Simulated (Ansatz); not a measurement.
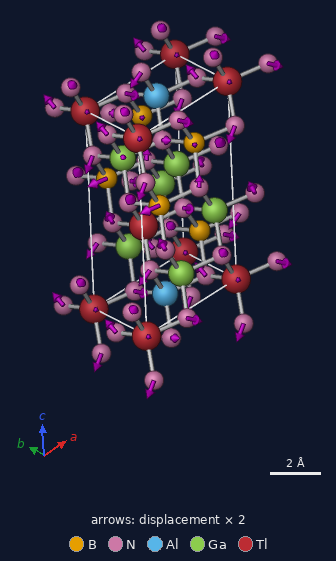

A relaxation of a crystal of AlTl$_{2}$Ga$_{4}$B$_{3}$N$_{10}$ (a generated structure, set up in P1) (coarse preliminary run). The starting structure is drawn; purple arrows show the displacements (the part carried along by the change of the cell is left out), 2 times their true length.

A ball-and-stick model of the cell of the calculation, seen slightly off an axis.

Case: elements placed on the zinc blende lattice with unlike neighbours.

All numbers below come from DFT PBE, scalar-relativistic, plane waves, PAW (Ansatz). Set-up: plane-wave cutoff 420 eV; k-point mesh 3 × 3 × 2; occupations gaussian; smearing width 0.1 eV; mesh shifted by (0, 0, 0.5); no spin polarisation; cell and atoms relaxed; force threshold 0.04 eV/Å; at most 50 steps.

### Describe the change and its energy.

After 10 accepted moves (15 points after the start) the energy has fallen by 826 meV per atom. The largest force component goes from 9.8 to 0.019 eV/Å. Pressure: 40.43 GPa at the start and 0.08 GPa at the end. The line search rejected the trial steps at points 3, 9, 10 of the run. At 2 points the geometry stayed and the basis and grid were re-selected for the new cell (energy shift of 4.1 meV per atom at most each time). The largest move relative to the cell is that of a B atom, 0.48 Å roughly along [−3 1 0]. Largest moves by element: B 0.48 Å, N 0.41 Å, Tl 0.11 Å, Ga 0.10 Å, Al 0.08 Å. The drawn cell changes as follows: a 5.264 → 5.519 Å (+4.9 %), b 5.264 → 5.336 Å (+1.4 %), c 8.040 → 8.236 Å (+2.4 %), α 83.7° → 84.0°, β 70.9° → 69.4°, γ 70.5° → 70.8°; the volume changes by +8.1 %. Among the contacts that change: B–N 1.838 → 2.547 Å, N–Tl 1.824 → 2.217 Å, B–N 1.867 → 1.496 Å, N–Tl 1.853 → 2.217 Å. Bonds break, among them: B–N (1.84 → 2.55 Å). Among the angles between lasting bonds that change: B–N–Ga 109.3° → 131.2°, Ga–N–Tl 110.7° → 89.7°, B–N–Ga 109.5° → 129.9°. The space group stays P1 (No. 1).
